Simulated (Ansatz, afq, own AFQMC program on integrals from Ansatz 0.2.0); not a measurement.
**AlH₄O (doublet): AFQMC on the coupled-cluster ladder at distance Al1–H4 along a hydrogen transfer = 1.778 Å, cc-pVTZ**

How near does AFQMC come to the top of the ladder for AlH₄O (doublet)?

Method: cc-pVTZ, frozen cores; program: Ansatz 0.2.0, Gaussian basis, and an in-house AFQMC program (afq) on its integrals; all values are calculated.

The runs, in order: PBE (unrestricted); r2SCAN (unrestricted); PBE0 (unrestricted); B3LYP (unrestricted); CCSD(T) on UHF; wB97M-V (unrestricted); B2PLYP (unrestricted); Phaseless AFQMC, CISD trial on UHF.

## (1) The geometry

The geometry derives from fragments relaxed apart (PBE0/def2-TZVP) and kept rigid, so it is no stationary point. A hydrogen atom is moved between rigid fragments.

6 atoms, charge 0, spin multiplicity 2.

Atoms are counted from 1 here; the program's logs count them from 0.

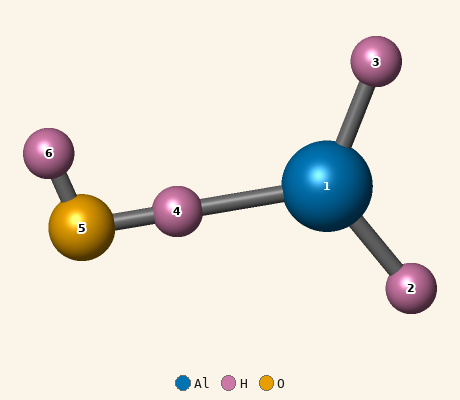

The geometry (aluminium blue, hydrogen pink, oxygen amber); atoms are numbered from 1 in the order of the file.

## (2) PBE (unrestricted)

in.yaml reads:

```yaml
crystal:
  periodic: [false, false, false]
  atoms:
    - {symbol: Al, position_ang: [-1.062966, 0.020152, 0.000000]}
    - {symbol: H, position_ang: [-1.855890, 1.393537, 0.000000]}
    - {symbol: H, position_ang: [-1.855890, -1.353232, 0.000000]}
    - {symbol: H, position_ang: [0.715034, 0.020152, 0.000000]}
    - {symbol: O, position_ang: [1.849034, 0.020152, 0.000000]}
    - {symbol: H, position_ang: [2.100893, -0.919798, 0.000000]}
basis:
  gaussian: {orbitals: cc-pVTZ}
magnetization: {spin_polarized: true, initial_magnetization: 1}
hamiltonian: {xc: {name: PBE}}
output: {orbitals: {seedname: orbitals}}
```

Command:

```console
> ansatz run in.yaml --threads 1 --pin off --events-out ev --progress --plain --max-ram 5632MiB --backend cpu
```

The program printed:

```text
Functional definition: PBE
  name "PBE"
  cite "Perdew, Burke & Ernzerhof, Phys. Rev. Lett. 77, 3865 (1996) doi:10.1103/PhysRevLett.77.3865"
  parent pbe
  parameter kappa = 0.804
  parameter beta = 0.06672455060314922
  exchange = pbe_x(kappa = kappa, mu = beta*pi^2/3)
  correlation = pbe_c(beta = beta)
680 factors; their error is unknown
mean field evaluation 1: about -8695.2113 eV, gradient 4.2e1 eV
mean field evaluation 2: about -8588.8439 eV, gradient 1.2e2 eV
mean field evaluation 4: about -8701.3201 eV, gradient 5.8e0 eV
mean field evaluation 8: about -8701.6122 eV, gradient 1.9e-1 eV
mean field evaluation 16: about -8701.5987 eV, gradient 2.1e-4 eV
mean field -8701.59870502 eV, -319.7778542540 hartree, gradient 3.3e-5 eV, S^2 0.752105; 3 other end points of the search recorded, 0 dependent functions left out
reference -8701.59875004 eV, -319.7778559085 hartree; 13, 12 occupied and 107, 108 virtual orbitals, 680 factors
Total energy: -8701.59875004 eV, -319.7778559085 hartree
```

Run time: 3.4 s. Hardware: 1 thread of AMD EPYC 7R13 (Zen 3), shared host; peak memory 2.1 GiB.

From the report: ⟨S²⟩ of the determinant 0.752 (pure doublet: 0.75).

## (3) r2SCAN (unrestricted)

Changes to in.yaml since step 2:

```diff
@@ -12,3 +12,2 @@
 magnetization: {spin_polarized: true, initial_magnetization: 1}
-hamiltonian: {xc: {name: PBE}}
-output: {orbitals: {seedname: orbitals}}
+hamiltonian: {xc: {name: r2SCAN}}
```

Launched as before.

The program printed:

```text
Functional definition: r2SCAN
  name "r2SCAN"
  cite "Furness, Kaplan, Ning, Perdew & Sun, J. Phys. Chem. Lett. 11, 8208 (2020) doi:10.1021/acs.jpclett.0c02405"
  cite "Furness, Kaplan, Ning, Perdew & Sun, J. Phys. Chem. Lett. 11, 9248 (2020) doi:10.1021/acs.jpclett.0c03077"
  parent r2scan
  parameter k0 = 0.174
  parameter k1 = 0.065
  parameter a1 = 4.9479
  exchange = r2scan_x(k0 = k0, k1 = k1, a1 = a1)
  correlation = r2scan_c
680 factors; their error is unknown
mean field evaluation 1: about -8700.4714 eV, gradient 3.9e1 eV
mean field evaluation 2: about -8614.8089 eV, gradient 1.1e2 eV
mean field evaluation 4: about -8705.7785 eV, gradient 3.2e0 eV
mean field evaluation 8: about -8705.8672 eV, gradient 1.6e-1 eV
mean field evaluation 16: about -8705.8534 eV, gradient 2.3e-4 eV
mean field -8705.85343231 eV, -319.9342125980 hartree, gradient 8.5e-5 eV, S^2 0.755372; 0 other end points of the search recorded, 0 dependent functions left out
reference -8705.85344947 eV, -319.9342132284 hartree; 13, 12 occupied and 107, 108 virtual orbitals, 680 factors
Total energy: -8705.85344947 eV, -319.9342132284 hartree
```

It took 3.7 s on 1 thread of AMD EPYC 7R13 (Zen 3), shared host; peak memory 2.1 GiB.

From the report: ⟨S²⟩ of the determinant 0.755 (pure doublet: 0.75).

## (4) PBE0 (unrestricted)

Changes to in.yaml since step 3:

```diff
@@ -12,2 +12,3 @@
 magnetization: {spin_polarized: true, initial_magnetization: 1}
-hamiltonian: {xc: {name: r2SCAN}}
+hamiltonian: {xc: {name: PBE0}}
+output: {orbitals: {seedname: orbitals}}
```

Launched as before.

The program printed:

```text
Functional definition: PBE0
  name "PBE0"
  cite "Adamo & Barone, J. Chem. Phys. 110, 6158 (1999) doi:10.1063/1.478522"
  cite "Perdew, Burke & Ernzerhof, Phys. Rev. Lett. 77, 3865 (1996) doi:10.1103/PhysRevLett.77.3865"
  parent pbe
  parameter a = 0.25
  parameter kappa = 0.804
  parameter beta = 0.06672455060314922
  exchange = (1 - a)*pbe_x(kappa = kappa, mu = beta*pi^2/3) + a*exact_x
  correlation = pbe_c(beta = beta)
692 factors; their error is unknown
mean field evaluation 1: about -8697.6177 eV, gradient 3.6e1 eV
mean field evaluation 2: about -8646.4005 eV, gradient 1.0e2 eV
mean field evaluation 4: about -8702.1336 eV, gradient 1.7e0 eV
mean field evaluation 8: about -8702.1557 eV, gradient 4.7e-2 eV
mean field evaluation 16: about -8702.1718 eV, gradient 5.1e-5 eV
mean field -8702.17182060 eV, -319.7989158631 hartree, gradient 5.1e-5 eV, S^2 0.754404; 0 other end points of the search recorded, 0 dependent functions left out
reference -8702.17185428 eV, -319.7989171008 hartree; 13, 12 occupied and 107, 108 virtual orbitals, 692 factors
Total energy: -8702.17185428 eV, -319.7989171008 hartree
```

Wall time 2.1 s (1 thread of AMD EPYC 7R13 (Zen 3), shared host); peak memory 2.1 GiB.

From the report: ⟨S²⟩ of the determinant 0.754 (pure doublet: 0.75).

## (5) B3LYP (unrestricted)

Changes to in.yaml since step 4:

```diff
@@ -12,3 +12,2 @@
 magnetization: {spin_polarized: true, initial_magnetization: 1}
-hamiltonian: {xc: {name: PBE0}}
-output: {orbitals: {seedname: orbitals}}
+hamiltonian: {xc: {name: B3LYP}}
```

Launched as before.

The program printed (excerpt; [...] marks lines left out):

```text
Functional definition: B3LYP
  name "B3LYP"
  cite "Stephens, Devlin, Chabalowski & Frisch, J. Phys. Chem. 98, 11623 (1994) doi:10.1021/j100096a001"
  cite "Becke, Phys. Rev. A 38, 3098 (1988) doi:10.1103/PhysRevA.38.3098"
  cite "Lee, Yang & Parr, Phys. Rev. B 37, 785 (1988) doi:10.1103/PhysRevB.37.785"
  cite "Vosko, Wilk & Nusair, Can. J. Phys. 58, 1200 (1980) doi:10.1139/p80-159"
[...]
692 factors; their error is unknown
[...]
mean field -8708.48201936 eV, -320.0308113905 hartree, gradient 3.4e-5 eV, S^2 0.753653; 0 other end points of the search recorded, 0 dependent functions left out
reference -8708.48226615 eV, -320.0308204596 hartree; 13, 12 occupied and 107, 108 virtual orbitals, 692 factors
Total energy: -8708.48226615 eV, -320.0308204596 hartree
```

Run time: 2.1 s. Hardware: 1 thread of AMD EPYC 7R13 (Zen 3), shared host; peak memory 2.1 GiB.

From the report: ⟨S²⟩ of the determinant 0.754 (pure doublet: 0.75).

## (6) CCSD(T) on UHF

Changes to in.yaml since step 5:

```diff
@@ -12,2 +12,2 @@
 magnetization: {spin_polarized: true, initial_magnetization: 1}
-hamiltonian: {xc: {name: B3LYP}}
+correlation: {method: ccsd_t, electrons: outside_noble_gas, hamiltonian_folder: ham}
```

Command:

```console
> ansatz run in.yaml --threads 1 --pin off --events-out ev --progress --plain --max-ram 16896MiB --backend cuda --devices 0, --max-vram 18GiB
```

The program printed (excerpt; [...] marks lines left out):

```text
Functional definition: HF
  name "HF"
  cite "Fock, Z. Phys. 61, 126 (1930) doi:10.1007/BF01340294"
  parent pbe
[...]
709 factors; integrals over basis functions are off by at most 1.3e-3 eV
[...]
mean field -8681.70854415 eV, -319.0469043241 hartree, gradient 8.9e-6 eV, S^2 0.771940; 5 other end points of the search recorded, 0 dependent functions left out
determinant -8681.70854415 eV, -319.0469043241 hartree, with singles and doubles -8691.88935839 eV, -319.4210423465 hartree
determinant -8679.38115810 eV, -318.9613744644 hartree, with singles and doubles -8689.80264569 eV, -319.3443570692 hartree
determinant -8678.73478054 eV, -318.9376205272 hartree, with singles and doubles -8688.31784378 eV, -319.2897916056 hartree
6 core orbitals not correlated: weight in the atoms' cores, before any rotation towards them, 1.000 or more for the frozen orbitals, at most 0.000 for the correlated occupied ones
reference -8681.70854415 eV, -319.0469043241 hartree; 7, 6 occupied and 107, 108 virtual orbitals, 709 factors
second order -9.37124709 eV of doubles, -0.00000000 eV of singles
cycle   1  -10.03006236 eV  change   -8.2e-1 eV  update   2.3e-2
[...]
cycle   9  -10.05562867 eV  change    2.6e-6 eV  update   1.5e-5
perturbative correction -0.31404637 eV, -0.0115409913 hartree
Total energy: -8692.07821920 eV, -319.4279828533 hartree
```

Wall time 13 s (1 × NVIDIA H100 80GB HBM3 with 1 thread of AMD EPYC 7R13 (Zen 3), shared host); peak host memory 2.1 GiB.

From the report: ⟨S²⟩ of the determinant 0.772 (pure doublet: 0.75); correlation -10.3697 eV; T1 0.017; largest double amplitude 0.02.

This run also writes the integrals to the folder ham.

## (7) wB97M-V (unrestricted)

Changes to in.yaml since step 6:

```diff
@@ -12,2 +12,3 @@
 magnetization: {spin_polarized: true, initial_magnetization: 1}
-correlation: {method: ccsd_t, electrons: outside_noble_gas, hamiltonian_folder: ham}
+hamiltonian: {xc: {name: wB97M-V}}
+output: {orbitals: {seedname: orbitals}}
```

Command:

```console
> ansatz run in.yaml --threads 1 --pin off --events-out ev --progress --plain --max-ram 5632MiB --backend cpu
```

The program printed (excerpt; [...] marks lines left out):

```text
Functional definition: wB97M-V
  name "wB97M-V"
  cite "Mardirossian & Head-Gordon, J. Chem. Phys. 144, 214110 (2016) doi:10.1063/1.4952647"
  cite "Becke, J. Chem. Phys. 107, 8554 (1997) doi:10.1063/1.475007"
  cite "Vydrov & Van Voorhis, J. Chem. Phys. 133, 244103 (2010) doi:10.1063/1.3521275"
  # Of w^i u^j: cxij and so on, Table III.
[...]
  gx(w, u) = 1 - cx + cx01*u + cx10*w
  gss(w, u) = css00 + css04*u^4 + css10*w + css20*w^2 + css43*w^4*u^3
  gos(w, u) = cos00 + cos10*w + (cos20 + cos21*u)*w^2 + (cos60 + cos61*u)*w^6
[...]
      + integral(e_c_pw_mod_opposite_spin*gos(b97_w_opposite, b97_u_opposite)) + vv10(b, c)
680 factors; their error is unknown
174 factors; integrals over basis functions are off by at most 2.6e-5 eV
[...]
mean field -8705.98053258 eV, -319.9388834469 hartree, gradient 7.3e-5 eV, S^2 0.753489; 0 other end points of the search recorded, 0 dependent functions left out
reference -8705.98058283 eV, -319.9388852933 hartree; 13, 12 occupied and 107, 108 virtual orbitals, 680 factors
Total energy: -8705.98058283 eV, -319.9388852933 hartree
```

Wall time 7 s (1 thread of AMD EPYC 7R13 (Zen 3), shared host); peak memory 2.1 GiB.

From the report: ⟨S²⟩ of the determinant 0.753 (pure doublet: 0.75).

## (8) B2PLYP (unrestricted)

Changes to in.yaml since step 7:

```diff
@@ -12,3 +12,3 @@
 magnetization: {spin_polarized: true, initial_magnetization: 1}
-hamiltonian: {xc: {name: wB97M-V}}
-output: {orbitals: {seedname: orbitals}}
+hamiltonian: {xc: {name: B2PLYP}}
+correlation: {electrons: outside_noble_gas}
```

Launched as before.

The program printed (excerpt; [...] marks lines left out):

```text
Functional definition: B2PLYP
  name "B2PLYP"
  cite "Grimme, J. Chem. Phys. 124, 034108 (2006) doi:10.1063/1.2148954"
  cite "Becke, Phys. Rev. A 38, 3098 (1988) doi:10.1103/PhysRevA.38.3098"
  cite "Lee, Yang & Parr, Phys. Rev. B 37, 785 (1988) doi:10.1103/PhysRevB.37.785"
[...]
709 factors; integrals over basis functions are off by at most 1.3e-3 eV
[...]
mean field -8699.86151014 eV, -319.7140135196 hartree, gradient 2.1e-6 eV, S^2 0.759552; 0 other end points of the search recorded, 0 dependent functions left out
6 core orbitals not correlated: weight in the atoms' cores, before any rotation towards them, 1.000 or more for the frozen orbitals, at most 0.000 for the correlated occupied ones
reference -8699.86166576 eV, -319.7140192386 hartree; 7, 6 occupied and 107, 108 virtual orbitals, 709 factors
second order -11.42464534 eV of doubles, -0.00000000 eV of singles
Total energy: -8702.94632000 eV, -319.8273781912 hartree
```

Run time: 3.1 s. Hardware: 1 thread of AMD EPYC 7R13 (Zen 3), shared host; peak memory 2.1 GiB.

From the report: ⟨S²⟩ of the determinant 0.760 (pure doublet: 0.75).

## (9) Phaseless AFQMC, CISD trial on UHF

It reads the integrals that the CCSD(T) run on this determinant wrote.

Command:

```console
> afq ham --method phaseless --trial cisd --walkers 600 --populations 10 --least-time 60 --time-step 0.005 --steps-per-block 50 --equilibration-blocks 28 --max-blocks 4000 --target-error 0.00021 --factor-cut 1e-05 --start spin_pure --seed 6954 --release-times 0.24,0.51,0.99,1.62,2.4 --release-step 0.03 --release-every 3 --taylor-order 6
```

The program printed:

```text
orbitals 114  electrons 7 6  factors 704 of 709
reference energy -319.04690432 Eh
CCSD correlation -0.36953740 Eh in 13 cycles, weight of the determinant in the CISD state 0.8744
energy of the start -319.415017 Eh
 block  time / (1/Eh)  mean weight  energy / Eh
     1     0.250  1.0009  -319.413301
     2     0.500  0.9988  -319.416965
     3     0.750  0.9991  -319.422172
     4     1.000  1.0006  -319.423850
     5     1.250  0.9993  -319.428454
     6     1.500  0.9995  -319.429695
     7     1.750  0.9992  -319.428335
     8     2.000  1.0000  -319.427170
     9     2.250  0.9991  -319.426469
    10     2.500  1.0008  -319.433143
    13     3.250  1.0002  -319.429407
    17     4.250  1.0009  -319.434049
    21     5.250  1.0007  -319.432108
    25     6.250  0.9987  -319.432003
    29     7.250  1.0008  -319.427845
    33     8.250  0.9994  -319.429293
    37     9.250  1.0000  -319.429717
    41    10.250  0.9993  -319.429694
    45    11.250  1.0006  -319.425409
    49    12.250  1.0001  -319.428887
    53    13.250  0.9988  -319.428045
    57    14.250  1.0001  -319.433550
    61    15.250  0.9995  -319.428394
    65    16.250  0.9997  -319.426773
    69    17.250  1.0012  -319.428103
    73    18.250  1.0011  -319.426617
    77    19.250  1.0009  -319.428788
    81    20.250  0.9998  -319.429601
    85    21.250  1.0008  -319.432197
    89    22.250  1.0012  -319.427749
    93    23.250  0.9999  -319.427253
    97    24.250  0.9986  -319.428234
   101    25.250  0.9999  -319.433687
   105    26.250  1.0012  -319.427221
   109    27.250  1.0003  -319.429957
   113    28.250  1.0007  -319.428874
   117    29.250  1.0005  -319.431124
   121    30.250  1.0008  -319.428028
   125    31.250  0.9989  -319.426725
   129    32.250  0.9996  -319.427467
   133    33.250  1.0004  -319.427333
   137    34.250  1.0008  -319.425793
   141    35.250  0.9996  -319.428034
   145    36.250  1.0007  -319.429920
   149    37.250  1.0011  -319.428239
   153    38.250  0.9994  -319.424268
   157    39.250  0.9989  -319.429257
   161    40.250  1.0006  -319.425540
   165    41.250  0.9989  -319.425236
   169    42.250  0.9985  -319.426113
error from the spread of 10 populations
released: time / (1/Eh)  energy / Eh  error  mean overlap
  0.24  -319.429103  0.000237  0.9926
  0.51  -319.429417  0.000270  0.9856
  0.99  -319.429291  0.000321  0.9761
  1.62  -319.429752  0.000529  0.9600
  2.40  -319.429354  0.000400  0.9407
energy -319.428988 +/- 0.000394 Eh
```

It took 3.9 min on 1 × NVIDIA H100 80GB HBM3 with 2 threads of AMD EPYC 7R13 (Zen 3), shared host; peak host memory 2.1 GiB.

Energy -8692.1056 ± 0.0107 eV. Caveats: constraint bias not in the error; error above the target.

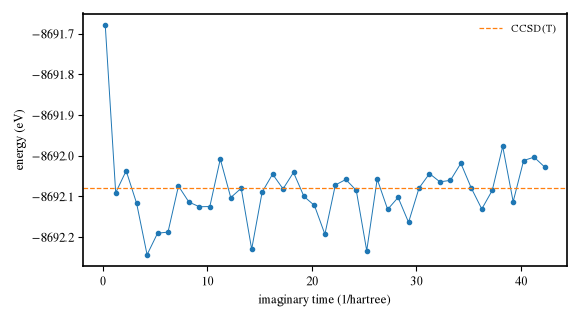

Block energies along the walk.

## (10) All levels side by side

On the UHF determinant, counted from CCSD(T) (a yardstick, not exact):

```tsv
level	energy (eV)	from CCSD(T) (meV)	statistical error (meV)	time
HF	-8681.7085	+10369.7		
MP2	-8691.0798	+998.4		
CCSD	-8691.7642	+314.0		
CCSD(T)	-8692.0782	0.0		
Phaseless AFQMC, CISD trial, step 0.005, 600 walkers	-8692.1056	-27.3	10.7	3.9 min
```

The functionals' totals stand on their own zeros and serve differences with other points: PBE -8701.599 eV; r2SCAN -8705.853 eV; PBE0 -8702.172 eV; B3LYP -8708.482 eV; wB97M-V -8705.981 eV; B2PLYP -8702.946 eV.

## (11) What came out

| quantity | value |
| --- | --- |
| Phaseless AFQMC, CISD trial on UHF from CCSD(T) | -27.3 ± 10.7 meV |

On UHF the phaseless walk with the CISD trial lies -27.3 meV from CCSD(T), within three error bars. Error bars are statistical and leave out the constraint, the time step and what remains of the start.
